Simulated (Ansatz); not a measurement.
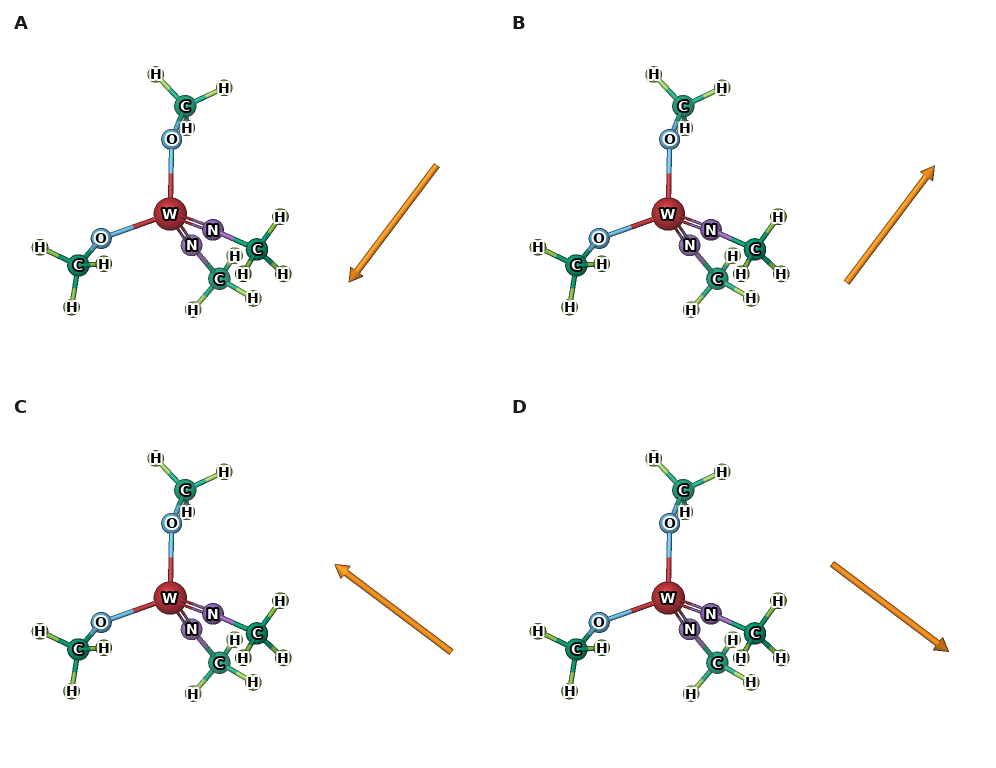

The same molecule four times, each with an arrow. The species is neutral and a spin singlet. The computed structure is the end point of a PBE0-D4/def2-TZVP optimisation. No frequency run is at hand to confirm it as a minimum. Properties computed with RKS ωB97M-V/def2-TZVPP, core potentials on W (Ansatz 0.2.0).

### Which arrow points along the dipole moment, from the negative to the positive end?

D. The dipole moment is 1.00 D.
